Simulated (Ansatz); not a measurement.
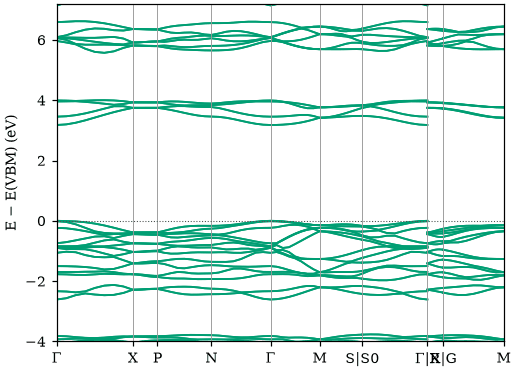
*Band structure from the program Ansatz at the r²SCAN with spin–orbit coupling level (PAW)*

### Question
Read off the gap and where the band edges lie.

### Answer
About 3.2 eV (3.18 eV by a search for the band edges); maximum at Γ, minimum at Γ.

The material is NaTcO₄ in space group I4_1/a (No. 88; Tc on 4a, Na on 4b, O on 16f).

The workflow started from an entry of the Crystallography Open Database (COD, 296 K). Whether it is the stable phase at ambient conditions was not checked. Symmetry was held in the r²SCAN relaxation; its stability against distortions is not shown here. The run is not spin-polarised.

Potentials: the later of the program's two PAW sets (Tc and Pm come from another file).
